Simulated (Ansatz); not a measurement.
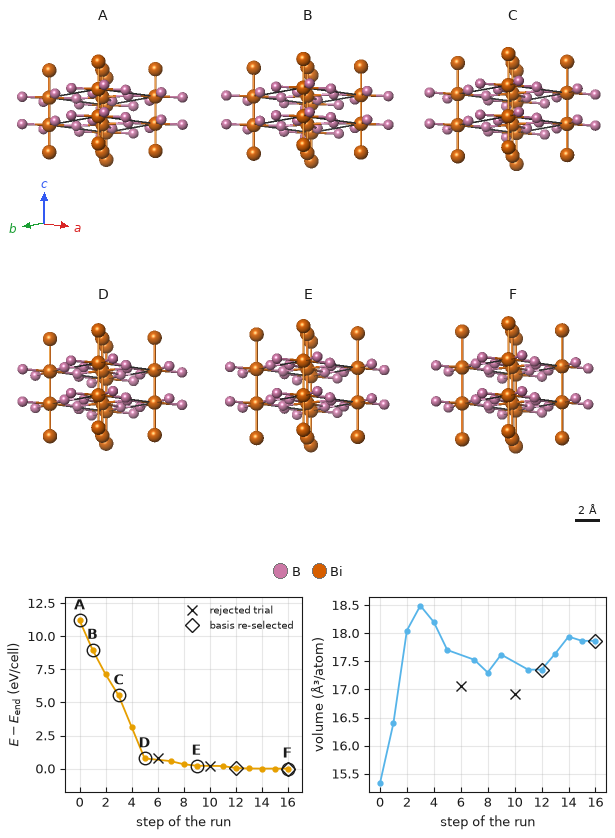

Frames of a relaxation of a crystal of BiB2 (a generated structure, set up in P4/mbm) (coarse preliminary run), marked on the history of the run. A ball-and-stick model of the cell of the calculation, seen from a free direction.

All numbers below come from DFT PBE, scalar-relativistic, plane waves, PAW (Ansatz 0.2.0). Set-up: plane-wave cutoff 420 eV; k-point mesh 4 × 4 × 8; occupations gaussian; smearing width 0.1 eV; no spin polarisation; cell and atoms relaxed; force threshold 0.04 eV/Å; at most 70 steps.

Describe the path.

Over 12 accepted moves (16 points after the start) the energy falls by 11.192 eV per cell of the calculation. The largest force component goes from 0.85 to 0.013 eV/Å. The pressure goes from 42.22 to 0.00 GPa. The line search rejected the trial steps at points 6, 10 of the run. At 2 points the geometry stayed and the basis and grid were re-selected for the new cell (energy shift of 0.150 eV per cell of the calculation at most each time). The largest moves relative to the cell, 0.69 Å, are those of B atoms. Bi stays in place. The volume changes by +16.6 %, with a = b 6.306 → 5.932 Å (−5.9 %), c 2.312 → 3.046 Å (+31.7 %). Some distances before and after: B–B 3.153 → 1.591 Å, Bi–Bi 2.312 → 3.046 Å, B–B 2.312 → 3.046 Å, B–Bi 2.323 → 2.468 Å. New bonds form: B–B (3.15 → 1.59 Å). Among the angles between lasting bonds that change: Bi–B–Bi 147.4° → 116.3°. The space group stays P4/mbm (No. 127). From step 0 to 1: B atoms move most (0.03 Å), volume +7.0 %, energy −2.223 eV per cell of the calculation. From step 1 to 3: B atoms move most (0.35 Å), volume +12.8 %, energy −3.442 eV per cell of the calculation. From step 3 to 5: B atoms move most (0.39 Å), volume −4.3 %, energy −4.755 eV per cell of the calculation. From step 5 to 9: volume −0.5 %, energy −0.554 eV per cell of the calculation. From step 9 to 16: volume +1.4 %, energy −0.217 eV per cell of the calculation.

```
step  E − E(0), meV/atom  largest force component, eV/Å  pressure, GPa  volume, Å³/atom                      note
   0                0.00                         0.8526          42.22           15.327                          
   1             -370.49                         0.7890          25.49           16.399                          
   2             -678.44                         0.6617           9.31           18.048                          
   3             -944.24                         1.3170           1.54           18.491                          
   4            -1339.91                         1.9950          -2.21           18.198                          
   5            -1736.71                         0.3482           0.30           17.701                          
   6            -1733.25                         2.6092           6.31           17.062                  rejected
   7            -1770.38                         0.1646           0.63           17.528                          
   8            -1809.70                         0.1252           1.23           17.301                          
   9            -1829.06                         0.0315          -1.04           17.620                          
  10            -1828.99                         0.0295           2.24           16.926                  rejected
  11            -1832.35                         0.0043           0.04           17.352                          
  12            -1857.34                         0.0091           1.73           17.352  same geometry, new basis
  13            -1863.24                         0.0107           0.67           17.633                          
  14            -1864.74                         0.0351          -0.21           17.940                          
  15            -1864.92                         0.0138           0.01           17.864                          
  16            -1865.27                         0.0134           0.00           17.864  same geometry, new basis
```
